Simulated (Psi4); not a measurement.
# [CF2]+ (SMILES F[C+]F) at UTPSS/cc-pVTZ

What is the energy change on altering one bond length of [CF2]+ at UTPSS/cc-pVTZ? Input form: a QCSchema input.

The calculation is run with Psi4 1.11.

1 further run of the same task is left out (it didn't finish).

### 1 The system as given

[CF2]+ has 3 atoms, charge +1, and is taken as a doublet. As SMILES, `F[C+]F`. Geometry: relaxed at PBE0-D4/def2-TZVP.

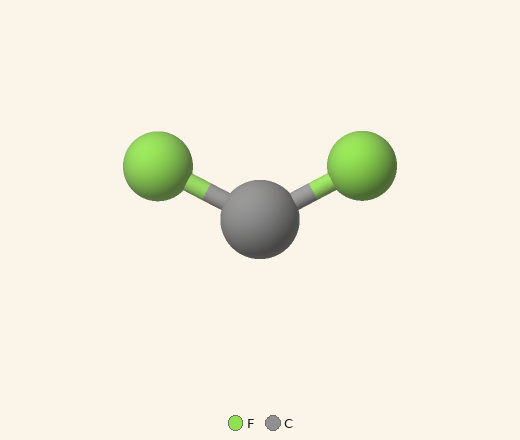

The structure, seen from a chosen angle (fluorine green, carbon grey).

### 2 Energy and forces at UTPSS/cc-pVTZ

The input, input.json:

```json
{
  "schema_name": "qcschema_input",
  "schema_version": 1,
  "molecule": {
    "schema_name": "qcschema_molecule",
    "schema_version": 2,
    "symbols": ["F", "C", "F"],
    "geometry": [0.71641407, 1.83866572, 0.5975125, 0.52101639, -0.41830977, 0.24050544, -1.23744936, -1.42035595, -0.83803684],
    "molecular_charge": 1,
    "molecular_multiplicity": 2,
    "fix_symmetry": "c1",
    "fix_com": true,
    "fix_orientation": true
  },
  "driver": "gradient",
  "model": {
    "method": "tpss",
    "basis": "cc-pVTZ"
  },
  "keywords": {
    "reference": "uks",
    "puream": true,
    "e_convergence": 1e-09,
    "d_convergence": 1e-08,
    "scf_type": "pk",
    "dft_radial_points": 99,
    "dft_spherical_points": 590,
    "maxiter": 100,
    "scf_properties": ["QUADRUPOLE", "LOWDIN_CHARGES", "MULLIKEN_CHARGES"]
  }
}
```

Run with:

```console
$ psi4 --qcschema input.json -n 1 --memory 2200MB
```

stdout, shortened:

```text
[...]
  Running in c1 symmetry.
[...]
  Nuclear repulsion =   67.033256852444921
[...]
  Multiplicity = 2
[...]
  Nalpha       = 12
  Nbeta        = 11
[...]
    Number of basis functions: 90
[...]
   @UKS iter   1:  -237.39586556106570    3.75229e-01   2.15523e-03 DIIS/ADIIS
[...]
   @UKS iter  11:  -237.40860517116420   -1.12834e-11   6.75715e-09 DIIS
[...]
   @S^2 Observed:                7.534316485E-01
[...]
    Orbital Energies [Eh]
    ---------------------
    Alpha Occupied:
       1A    -24.878463     2A    -24.878462     3A    -10.611364
       4A     -1.661022     5A     -1.605317     6A     -1.011924
       7A     -0.941407     8A     -0.889333     9A     -0.887764
      10A     -0.795714    11A     -0.781100    12A     -0.639025
    Alpha Virtual:
      13A     -0.471553    14A     -0.196437    15A     -0.116862
      16A     -0.023535    17A     -0.019910    18A     -0.004984
      19A      0.064427    20A      0.295487    21A      0.296122
      22A      0.304323    23A      0.362407    24A      0.400102
      25A      0.477395    26A      0.506064    27A      0.507659
[...]
  @UKS Final Energy:  -237.40860517116420
   => Energetics <=
    Nuclear Repulsion Energy =             67.0332568524449215
    One-Electron Energy =                -452.7301360730889428
    Two-Electron Energy =                 174.2551139306571031
    DFT Exchange-Correlation Energy =     -25.9668398811772896
    Empirical Dispersion Energy =           0.0000000000000000
    VV10 Nonlocal Energy =                  0.0000000000000000
    Total Energy =                       -237.4086051711641971
[...]
 Multipole Moments:
 ------------------------------------------------------------------------------------
     Multipole            Electronic (a.u.)      Nuclear  (a.u.)        Total (a.u.)
 ------------------------------------------------------------------------------------
 L = 1.  Multiply by 2.5417464519 to convert [e a0] to [Debye]
 Dipole X            :          1.7540958           -1.5632193            0.1908765
 Dipole Y            :         -1.4081867            1.2549293           -0.1532574
 Dipole Z            :          0.8097939           -0.7216864            0.0881075
 Magnitude           :                                                    0.2601626
 L = 2.  Multiply by 1.3450342976 to convert [e a0^2] to [Debye ang]
 Quadrupole XX       :        -28.7401314           20.0295188           -8.7106126
 Quadrupole XY       :        -25.8159412           26.3661035            0.5501623
[...]
  Mulliken Charges: (a.u.)
   Center  Symbol    Alpha    Beta     Spin     Total
       1     F     4.43875  4.35362  0.08513  0.20763
       2     C     3.12250  2.29276  0.82974  0.58475
       3     F     4.43875  4.35362  0.08513  0.20763
   Total alpha = 12.00000, Total beta = 11.00000, Total charge =  1.00000
  Lowdin Charges: (a.u.)
   Center  Symbol    Alpha    Beta     Spin     Total
       1     F     4.24340  4.13914  0.10426  0.61746
       2     C     3.51320  2.72173  0.79148 -0.23493
       3     F     4.24340  4.13914  0.10426  0.61747
[...]
  -Total Gradient:
     Atom            X                  Y                   Z
    ------   -----------------  -----------------  -----------------
       1       -0.002574887382    -0.023679080264    -0.004034409291
       2       -0.015700390012     0.012602218182    -0.007247867276
       3        0.018267402784     0.011083184509     0.011278641552
[...]
```

The result, in JSON:

```text
{
 "driver": "gradient",
 "model": {
  "method": "tpss",
  "basis": "cc-pVTZ"
 },
 "success": true,
 "return_result": [-0.002574887381769822, -0.02367908026428278, -0.004034409290556748, -0.015700390011851806, 0.012602218182482416, -0.007247867275980618, 0.018267402783553155, 0.011083184508771937, 0.01127864155199565],
 "properties": {
  "calcinfo_nbasis": 90,
  "calcinfo_nmo": 90,
  "calcinfo_nalpha": 12,
  "calcinfo_nbeta": 11,
  "calcinfo_natom": 3,
  "nuclear_repulsion_energy": 67.03325685244492,
  "return_energy": -237.4086051711642,
  "return_gradient": [-0.002574887381769822, -0.02367908026428278, -0.004034409290556748, -0.015700390011851806, 0.012602218182482416, -0.007247867275980618, 0.018267402783553155, 0.011083184508771937, 0.01127864155199565],
  "scf_one_electron_energy": -452.73013607308894,
  "scf_two_electron_energy": 174.2551139306571,
  "scf_xc_energy": -25.96683988117729,
  "scf_dipole_moment": [0.1908764881199505, -0.15325737992584232, 0.08810748660385204],
  "scf_total_energy": -237.4086051711642,
  "scf_total_gradient": [-0.002574887381769822, -0.02367908026428278, -0.004034409290556748, -0.015700390011851806, 0.012602218182482416, -0.007247867275980618, 0.018267402783553155, 0.011083184508771937, 0.01127864155199565],
  "scf_iterations": 11
 }
}
```

Run time: 78 s. Hardware: 1 thread of Intel Xeon at 2.50GHz (Skylake/Cascade Lake), shared host; peak memory 1.3 GiB.

### 3 The distorted shape: the energy at UTPSS/cc-pVTZ

input.json, as its differences from that of step 2:

```diff
@@ -7,3 +7,3 @@
     "symbols": ["F", "C", "F"],
-    "geometry": [0.71641407, 1.83866572, 0.5975125, 0.52101639, -0.41830977, 0.24050544, -1.23744936, -1.42035595, -0.83803684],
+    "geometry": [2.12321691, 2.64031967, 1.46036523, 1.92781922, 0.38334417, 1.10335817, -1.23744936, -1.42035595, -0.83803684],
     "molecular_charge": 1,
@@ -14,3 +14,3 @@
   },
-  "driver": "gradient",
+  "driver": "energy",
   "model": {
@@ -28,3 +28,3 @@
     "maxiter": 100,
-    "scf_properties": ["QUADRUPOLE", "LOWDIN_CHARGES", "MULLIKEN_CHARGES"]
+    "scf_properties": ["LOWDIN_CHARGES", "DIPOLE", "MULLIKEN_CHARGES"]
   }
```

Run with:

```console
$ psi4 --qcschema input.json -n 1 --memory 2200MB
```

stdout, shortened:

```text
[...]
  Running in c1 symmetry.
[...]
  Nuclear repulsion =   50.713379155896362
[...]
  Multiplicity = 2
[...]
  Nalpha       = 12
  Nbeta        = 11
[...]
    Number of basis functions: 90
[...]
   @UKS iter   1:  -237.19962822507921    5.81805e-03   3.73363e-03 DIIS/ADIIS
[...]
   @UKS iter  18:  -237.28331573089312   -1.31593e-11   8.91751e-09 DIIS
[...]
   @S^2 Observed:                7.538790269E-01
[...]
  @UKS Final Energy:  -237.28331573089312
   => Energetics <=
    Nuclear Repulsion Energy =             50.7133791558963622
    One-Electron Energy =                -421.3666124677684479
    Two-Electron Energy =                 159.1108570100342945
    DFT Exchange-Correlation Energy =     -25.7409394290553060
    Empirical Dispersion Energy =           0.0000000000000000
    VV10 Nonlocal Energy =                  0.0000000000000000
    Total Energy =                       -237.2833157308931220
[...]
 Multipole Moments:
 ------------------------------------------------------------------------------------
     Multipole            Electronic (a.u.)      Nuclear  (a.u.)        Total (a.u.)
 ------------------------------------------------------------------------------------
 L = 1.  Multiply by 2.5417464519 to convert [e a0] to [Debye]
 Dipole X            :        -17.9794817           19.5388233            1.5593416
 Dipole Y            :        -12.2737674           13.2797385            1.0059711
 Dipole Z            :        -11.2517203           12.2211045            0.9693842
 Magnitude           :                                                    2.0936164
[...]
  Mulliken Charges: (a.u.)
   Center  Symbol    Alpha    Beta     Spin     Total
       1     F     4.35895  4.35848  0.00046  0.28257
       2     C     2.71565  2.69581  0.01984  0.58855
       3     F     4.92541  3.94571  0.97970  0.12888
   Total alpha = 12.00000, Total beta = 11.00000, Total charge =  1.00000
  Lowdin Charges: (a.u.)
   Center  Symbol    Alpha    Beta     Spin     Total
       1     F     4.17476  4.17357  0.00119  0.65167
       2     C     2.92845  2.90273  0.02572  0.16882
       3     F     4.89679  3.92370  0.97308  0.17951
[...]
```

The result, in JSON:

```text
{
 "driver": "energy",
 "model": {
  "method": "tpss",
  "basis": "cc-pVTZ"
 },
 "success": true,
 "return_result": -237.28331573089312,
 "properties": {
  "calcinfo_nbasis": 90,
  "calcinfo_nmo": 90,
  "calcinfo_nalpha": 12,
  "calcinfo_nbeta": 11,
  "calcinfo_natom": 3,
  "nuclear_repulsion_energy": 50.71337915589636,
  "return_energy": -237.28331573089312,
  "scf_one_electron_energy": -421.36661246776845,
  "scf_two_electron_energy": 159.1108570100343,
  "scf_xc_energy": -25.740939429055306,
  "scf_dipole_moment": [1.559341577228384, 1.0059710553364223, 0.9693842317611807],
  "scf_total_energy": -237.28331573089312,
  "scf_iterations": 18
 }
}
```

Wall time 79 s (1 thread of Intel Xeon at 2.50GHz (Skylake/Cascade Lake), shared host); peak memory 1.2 GiB.

### 4 Outcome

Level: UTPSS/cc-pVTZ.

| quantity | value |
| --- | --- |
| first shape: total energy | -237.40861 Eh |
| first shape: HOMO energy (highest over α and β) | -17.39 eV |
| first shape: LUMO energy (lowest over α and β) | -14.11 eV |
| first shape: ⟨S²⟩ | 0.753 |
| first shape: largest force on an atom | 1.242 eV/Å |
| distorted shape: total energy | -237.28332 Eh |
| distorted shape: HOMO energy (highest over α and β) | -17.20 eV |
| distorted shape: LUMO energy (lowest over α and β) | -15.46 eV |
| distorted shape: ⟨S²⟩ | 0.754 |
| energy change with the C2–F3 bond stretched from 1.214 to 2.185 Å | 3.409 eV |

What this shows: With the C2–F3 bond stretched from 1.214 to 2.185 Å the energy rises by 3.41 eV (329 kJ/mol). The first shape isn't relaxed at this level, so the change isn't measured from a minimum. The largest force (first shape) is 1.24 eV/Å: the shape isn't a stationary point for this species at this level. Mulliken charges (first shape) run from +0.21 on F1 to +0.58 on C2. Mulliken charges (distorted shape) run from +0.13 on F3 to +0.59 on C2.
